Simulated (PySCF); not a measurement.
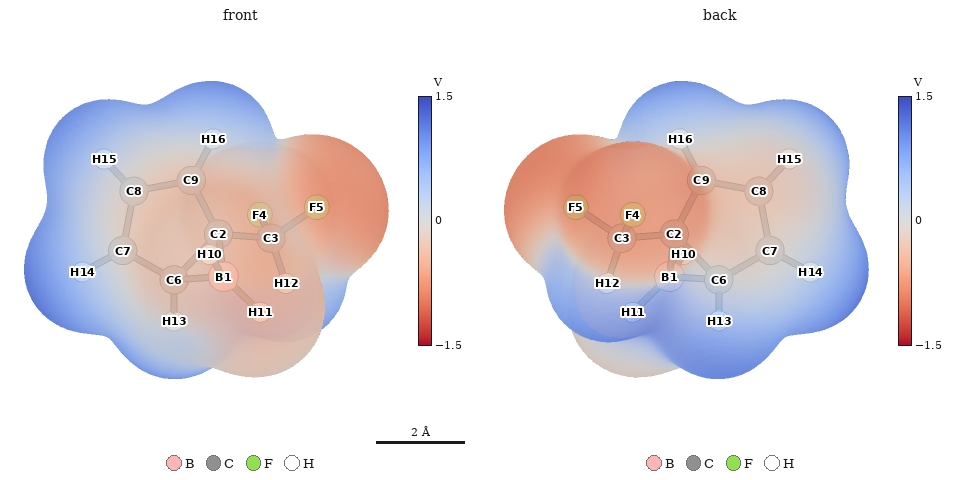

The picture shows: C6H7BF2. The electrostatic potential painted on the density surface at 0.001 e/bohr³, seen from the front and from behind; red is negative and blue positive.

Geometry: GFN2-xTB.

Level of theory: PBE0/pcSseg-1, SCF density, gas phase, non-relativistic (PySCF 2.14.0).

```xyz
16

B    -0.2004    1.4724   -0.2831
C    -0.4239   -0.2263   -0.0035
C    -1.7896   -0.7154   -0.3560
F    -1.8241   -2.0780   -0.3973
F    -2.7115   -0.3628    0.5778
C     0.6182    0.1572   -0.9643
C     1.8518    0.0186   -0.2739
C     1.6120   -0.3917    1.0277
C     0.2460   -0.5552    1.2039
H     0.3306    2.0748    0.5635
H    -1.0114    1.9872   -0.9539
H    -2.1437   -0.3509   -1.3319
H     0.5163    0.0901   -2.0334
H     2.8140    0.2597   -0.6896
H     2.3577   -0.5281    1.7885
H    -0.2496   -0.8427    2.1138
```

Q: Describe the electrostatic potential map.

A: The most negative region (about −0.9 V, or −21 kcal/mol for a unit charge) lies over F4 and F5, the most positive (about +1.1 V, or +25 kcal/mol for a unit charge) over H13 and H14.
